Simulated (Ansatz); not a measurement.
## Moving the knobs of a GW run on InSe (P-6m2)

Aim: change settings of a G0W0 run on InSe (P-6m2) and see what moves.

Calculated with Ansatz 0.2.0; G0W0 on LDA, plane waves, PAW; PAW set soft_1.

## 1. Set-up

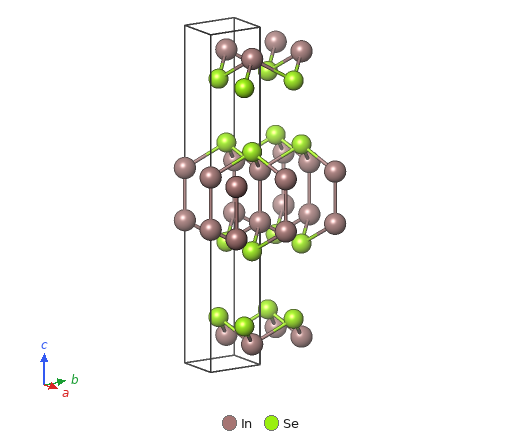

The starting structure, seen slightly off an axis (indium brown, selenium green). 2×2×1 cells are drawn. Some periodic images of atoms are drawn too.

The cell and positions are those that the Materials Project relaxed with its own functionals (PBE, PBE+U or r2SCAN), kept fixed.

## 2. The base run: 6×6×2 mesh, 496 empty bands, screening to 90 eV, PAW set soft_1 files

G0W0 replaces the xc potential by the self-energy, built once from these orbitals. Only a window of levels is corrected, while the sums run over the empty bands that the input names. This step takes PAW set soft_1 files.

input.yaml

```yaml
crystal:
  lattice:
    - [4.0473293151, 0.0, 0.0]
    - [-2.0236646576, 3.5050900044, 0.0]
    - [0.0, 0.0, 18.05206491]
  atoms:
    - { symbol: In, position: [0.0, 0.0, 0.57739368] }
    - { symbol: In, position: [0.0, 0.0, 0.42260632] }
    - { symbol: In, position: [0.33333333, 0.66666667, 0.92260951] }
    - { symbol: In, position: [0.33333333, 0.66666667, 0.07739049] }
    - { symbol: Se, position: [0.66666667, 0.33333333, 0.85300007] }
    - { symbol: Se, position: [0.66666667, 0.33333333, 0.14699993] }
    - { symbol: Se, position: [0.33333333, 0.66666667, 0.64701572] }
    - { symbol: Se, position: [0.33333333, 0.66666667, 0.35298428] }
kpoints:
  mp_grid: { grid: [6, 6, 2] }
hamiltonian:
  xc: lda
  pseudopotentials: { kind: paw, azcp: { folder: soft_1 }, xc_functional: pbe }
scf:
  occupations: { method: fixed }
gw:
  n_empty_bands: 496
  ecut_chi: 90
  qp_bands: [v2, c2]
  qp_kpoints: band_edges
  screening: { model: contour_deformation }
```

Run with:

```
ansatz run input.yaml --threads 3 --pin off --max-ram 92160MiB --backend cuda --events-out ev --progress --plain --runs-dir out --devices 1 --max-vram 13GiB
```

Numbers of over 12 decimals in the logs are rounded to 6 here.

Log:

```text
GPUs: using 1 of 1 available (devices: 1).
Engine: ansatz 0.2.0, x86_64-unknown-linux-gnu
Pseudopotentials: kind: paw
Pseudopotential: In, paw, valence charge 13, recommended cutoff 420 eV (normal), soft_1/In.paw.azcp
Pseudopotential: Se, paw, valence charge 16, recommended cutoff 420 eV (normal), soft_1/Se.paw.azcp
Functional definition: SPW92
  exchange = slater_x
  correlation = pw_c
device memory: the entry about to start is reckoned to put 4.4 GiB on a device that reports 53.1 GiB free (of which the cap on the GPU budget leaves the run 13.0 GiB)
GPU FFT provider: cuFFT
GPU libraries: cuBLAS 13.8.2, cuFFT 12.4.0, cuSOLVER 12.3.4
Crystal: 8 atoms, lattice volume = 256.091 Å³
Basis set: ecut = 420 eV, 4981 PW (Γ)
Bands: 70, of which v1, the nominal top of the filled ones, is band 58 counted from 1 (57 counted from 0)
Symmetry: 12 space group operations
Space group: P-6m2 (ITA 187), of the structure as read, at distance tolerance 6.4e-5 Å
k-points: 14 of 72 (time reversal used)
Non-local potential: In, projectors of the file, l = 0: 2, l = 1: 2, l = 2: 2, l = 3: 1
Non-local potential: Se, projectors of the file, l = 0: 2, l = 1: 2, l = 2: 3, l = 3: 1
PAW form: soft (Blöchl's): semilocal exchange-correlation on the pseudo side does not see the compensation charge
PAW frozen core: In, regenerated for the run's functional, and the local potential with it (the file was generated under x = pbe(κ = 0.804, μ = 0.219515), c = pbe(β = 0.066725))
PAW frozen core: Se, regenerated for the run's functional, and the local potential with it (the file was generated under x = pbe(κ = 0.804, μ = 0.219515), c = pbe(β = 0.066725))
PAW one-centre angular grid: In, 590 points (default); XC on 64 Gauss nodes
PAW one-centre angular grid: Se, 590 points (default); XC on 64 Gauss nodes
Initial density: superposition of atomic densities (chi_scale 0.1, normalization cell, long waves kept (reshape's long-wave potential 0.79 eV rms))
Initial wavefunctions: pseudopotential atomic-orbital guess
GPU buffer pool allocated for 112500 grid points (all kernels)
GPU transforms: local potential and band sums: pruned to the plane-wave sphere, on 27×27×125
Functional: x = slater, c = lda
SCF iter   1: F=—  HF=-43370.926060 eV  |F-HF|=—  |Δ(HF+E_count)|=         —  Δρ=4.58e-2  dr2=3.01e1  ethr=3.10e-3  ⟨swp⟩=4.9  Hψ=3320  notcnv=0  defer=129
preconditioner: auto → Resta (q_TF=auto, 2.391 Å⁻¹)  ε∞=3.0  [insulator: Δε(μ)=0.476 eV  Ē_g=14.413 eV  n_scr=66 (ndim 8)  ℏωp=20.2 eV  f_vac=0.113  ε∞_Penn≈3.0]
SCF iter   2: F=—  HF=-43365.979229 eV  |F-HF|=—  |Δ(HF+E_count)|=    4.95e0  Δρ=1.89e-2  dr2=1.32e0  ethr=3.10e-3  ⟨swp⟩=4.4  Hψ=1951  notcnv=0  defer=129
[...]
eigenvalues of the whole cell's RPA ε∞ on this k-mesh (on a slab, of 1 + 4πα/V) = 8.1237, 8.1237, 10.7994; static W/v taken at q = 0 is 0.117272
  bands read: the sum over 554 bands ends inside a degenerate multiplet in 1 slot, whose members it reads at an even weight; the widest, k=1: bands 554 to 555 (counted from 1) at 1/2 each
  gw.qp_kpoints: band_edges: 11 of 14 stored k-points solved, in 1 pass; an edge of the gap read off the rows below is read off those points alone
    valence top: of the k-points left out ik 9 came nearest to being solved in a further pass, in band 57 (counted from 1, as in the quasiparticle table): it holds the edge there only if its correction is more favourable than any solved in that band by at least 0.535 eV; those differ by 0.116 eV
    conduction bottom: of the k-points left out ik 11 came nearest to being solved in a further pass, in band 59 (counted from 1, as in the quasiparticle table): it holds the edge there only if its correction is more favourable than any solved in that band by at least 1.276 eV; those differ by 0.404 eV
  `?` marks the rows in doubt; gw_qp.tsv's column doubts and the gw_qp event give each row's grounds
    ik  band        ε_KS         Σx   Σc(E_QP)       V_xc       Z   E_QP_lin       E_QP  E_QP is
     0    57      4.5555   -17.9809     1.7080   -15.9939  0.7309     4.2701     4.2765  root
     0    58      5.4910   -16.2662     1.0882   -14.9125  0.7397     5.2204     5.2255  root
     0    59      5.9908   -10.0121    -2.8862   -13.5822  0.7703     6.5807     6.6747  root ?
     0    60      6.8453   -10.8235    -3.2124   -14.7222  0.7517     7.4616     7.5315  root
     1    57      4.8784   -14.9649     1.0305   -13.7017  0.7340     4.6411     4.6457  root
     1    58      4.8901   -14.9802     1.0333   -13.7128  0.7341     4.6512     4.6559  root
     1    59      6.5195   -11.0065    -2.7943   -14.4606  0.7567     7.0592     7.1793  root ?
     1    60      6.5349   -11.0356    -2.7947   -14.4910  0.7562     7.0740     7.1956  root ?
     2    57      4.7796   -15.2713     1.3758   -13.5676  0.7324     4.4400     4.4517  root
     2    58      5.3647   -16.2882     1.1974   -14.8068  0.7393     5.0743     5.0807  root
     2    59      7.1797   -10.8203    -3.2337   -14.7620  0.7577     7.8213     7.8877  root
[...]
4    59      7.2132    -6.9158    -3.5194   -10.8432  0.7722     7.6488     7.6212  root ?
[...]
5    59      7.2784    -8.1583    -3.4286   -12.2308  0.7667     7.8073     7.9222  root ?
     5    60      7.3369    -8.0599    -3.4252   -12.1192  0.7659     7.8536     7.9710  root ?
[...]
6    60      7.1061    -7.6399    -3.3835   -11.4148  0.7670     7.5198     7.4975  root ?
[...]
7    59      6.9722    -8.5841    -3.3220   -12.5525  0.7677     7.5031     7.6185  root ?
     7    60      7.0565    -8.7963    -3.3044   -12.7450  0.7656     7.5853     7.7008  root ?
[...]
13    57      3.9136   -14.8631     1.3593   -13.1578  0.7384     3.5540     3.5677  root
    13    58      4.0154   -15.5454     1.5217   -13.6811  0.7325     3.6597     3.6729  root
    13    59      7.5157    -7.0649    -3.4413   -10.8689  0.7667     7.8943     7.8783  root
    13    60      7.5867    -6.9941    -3.4353   -10.7735  0.7648     7.9440     7.9309  root
[key lines of the parts left out:]
SCF converged after 10 iterations
Free energy (F): -43365.497214 eV
Fermi energy:    5.491006 eV
```

Wall time 76 s (1 × NVIDIA H100 80GB HBM3 (shared by 6 runs) with 3 threads of AMD EPYC 7R13 (Zen 3), shared host); peak memory 2.6 GiB; 1.8 min of CPU time.

Numbers from this step:

```yaml
bands_summed: 554
rpa_eps_infinity_on_this_mesh_eigenvalues: 8.124, 8.124, 10.80
plane_waves_in_the_screening_matrix: 501
q_points_in_the_mesh: 72
g0w0_gap_on_the_mesh: 1.449 eV
k_of_the_valence_top: 0, 0, 0
k_of_the_conduction_bottom: 0, 0, 0
starting_gap_on_the_mesh: 0.4998 eV
z_at_the_valence_top: 0.7397
z_at_the_conduction_bottom: 0.7703
least_direct_g0w0_gap_on_the_computed_points: 1.449 eV
```

The gap on the mesh goes from 0.50 eV to 1.45 eV, a correction of +0.95 eV. The program marks an edge row as in doubt. Between the two edge states, bare exchange in place of the xc potential would open the gap by 4.92 eV, and correlation takes back 3.97 eV.

## 3. Variant: guard bands

input.yaml, as its differences from that of step 2:

```diff
@@ -22,4 +22,4 @@
 gw:
-  n_empty_bands: 496
-  ecut_chi: 90
+  n_empty_bands: 416
+  ecut_chi: 80
   qp_bands: [v2, c2]
@@ -27 +27,2 @@
   screening: { model: contour_deformation }
+  n_guard_bands: 12
```

Log:

```text
GPUs: using 1 of 1 available (devices: 1).
[...]
GPU FFT provider: cuFFT
GPU libraries: cuBLAS 13.8.2, cuFFT 12.4.0, cuSOLVER 12.3.4
Crystal: 8 atoms, lattice volume = 256.091 Å³
Basis set: ecut = 420 eV, 4981 PW (Γ)
Bands: 70, of which v1, the nominal top of the filled ones, is band 58 counted from 1 (57 counted from 0)
[... 1 set-up line as in the run before ...]
[...]
k-points: 14 of 72 (time reversal used)
[...]
GPU buffer pool allocated for 112500 grid points (all kernels)
[...]
SCF iter   1: F=—  HF=-43370.926060 eV  |F-HF|=—  |Δ(HF+E_count)|=         —  Δρ=4.58e-2  dr2=3.01e1  ethr=3.10e-3  ⟨swp⟩=4.9  Hψ=3320  notcnv=0  defer=129
[...]
SCF iter  10: F=-43365.497214 eV  HF=-43365.497214 eV  |F-HF|=2.68e-8  |Δ(HF+E_count)|=   3.69e-8  Δρ=2.47e-6  dr2=4.59e-8  ethr=8.62e-11  ⟨swp⟩=2.4  Hψ=2824  notcnv=0
SCF 1 converged in 10 iterations: F = -43365.497214 eV  dr2 = 4.59e-8
[...]
NSCF: frozen V_eff on 14 k-points
[...]
G₀W₀ screening: q 1/14
[... further progress lines ...]
SCF converged after 10 iterations
Free energy (F): -43365.497214 eV
[...]
Internal energy: -43365.497214 eV  (E = F + TS)
E sigma→0 (E₀):  -43365.497214 eV
Fermi energy:    5.491006 eV
[...]
--- Band table (eV; the first three rows and the last of 14) ---
  k-point 0: bands = [... 54 lower, 4.5056, 4.5555, 4.5555, 5.4910, 5.9908, 6.8453, 7.5478, 7.5955, ... 8 higher]
  k-point 1: bands = [... 54 lower, 4.5380, 4.5380, 4.8784, 4.8901, 6.5195, 6.5349, 7.5756, 7.5818, ... 8 higher]
  k-point 2: bands = [... 54 lower, 4.2199, 4.2917, 4.7796, 5.3647, 7.1797, 7.5679, 8.2338, 8.3645, ... 8 higher]
  k-point 13: bands = [... 54 lower, 3.6230, 3.7279, 3.9136, 4.0154, 7.5157, 7.5867, 7.9955, 8.0794, ... 8 higher]
[...]
0    57      4.5555   -17.9809     1.7668   -15.9939  0.7316     4.3320     4.3354  root
     0    58      5.4910   -16.2662     1.1440   -14.9125  0.7403     5.2787     5.2813  root
     0    59      5.9908   -10.0121    -2.8612   -13.5822  0.7707     6.6289     6.6997  root
     0    60      6.8453   -10.8235    -3.1829   -14.7222  0.7521     7.5162     7.5611  root
     1    57      4.8784   -14.9649     1.0776   -13.7017  0.7349     4.6903     4.6928  root
     1    58      4.8901   -14.9802     1.0804   -13.7128  0.7350     4.7005     4.7031  root
     1    59      6.5195   -11.0065    -2.7685   -14.4606  0.7574     7.1132     7.2050  root
     1    60      6.5349   -11.0356    -2.7686   -14.4910  0.7570     7.1283     7.2216  root
[...]
4    59      7.2132    -6.9158    -3.3741   -10.8432  0.7724     7.6813     7.7665  root ?
[...]
6    60      7.1061    -7.6399    -3.3571   -11.4148  0.7673     7.5548     7.5239  root ?
[...]
12    60      7.5716    -6.9089    -3.4030   -10.6786  0.7655     7.9550     7.9384  root
    13    57      3.9136   -14.8631     1.4009   -13.1578  0.7389     3.6004     3.6092  root
    13    58      4.0154   -15.5454     1.5663   -13.6811  0.7329     3.7093     3.7174  root
    13    59      7.5157    -7.0649    -3.4147   -10.8689  0.7669     7.9265     7.9051  root ?
    13    60      7.5867    -6.9941    -3.4081   -10.7735  0.7650     7.9755     7.9580  root
```

Elapsed: 75 s, on 1 × NVIDIA H100 80GB HBM3 (shared by 6 runs) with 3 threads; peak memory 2.3 GiB.

The G0W0 gap on the mesh is 1.418 eV.

Against the base:

```tsv
setting	base	variant
empty bands	496	416
screening cutoff (eV)	90	80
n guard bands	-	12
```

```tsv
quantity	variant	base
starting gap on the mesh	0.500	0.500
G0W0 gap on the mesh	1.418	1.449
least direct G0W0 gap on the computed points	1.418	1.449
Z at the valence top	0.740	0.740
Z at the conduction bottom	0.771	0.770
```

## 4. Summary of results

```json
{"base": "1.45 eV, 76 s", "guard bands": "1.42 eV, 75 s"}
```

Guard bands: the gap moves by −0.03 eV. The variant differs from the base in empty bands, screening cutoff and n guard bands together, so the change can't be laid to one of them. All runs here use a coarse mesh and modest cutoffs; they test settings and are not final values. The many-body steps are scalar-relativistic: spin-orbit coupling is not in them. The program marks a band-edge row as in doubt, so the gap is less sure than its digits.

[Paths, hosts, dates, memory and timing lines, banners, echoed tables and standing remarks are left out of the program output.]

[Logs are printed without paths, hosts, clocks, repeated set-up lines and the standing remarks that a program may print on its own settings, such as how far it seeks lower states.]

[Runs of the session that timed out or met a known fault of the program may be left out.]

[Cells called generated may have been cut or substituted from an entry of the Crystallography Open Database or the Materials Project.]

[Hosts, paths, dates, database ids (printed as entryN), source tags and the programs' standing remarks are cut or masked in the printed files.]
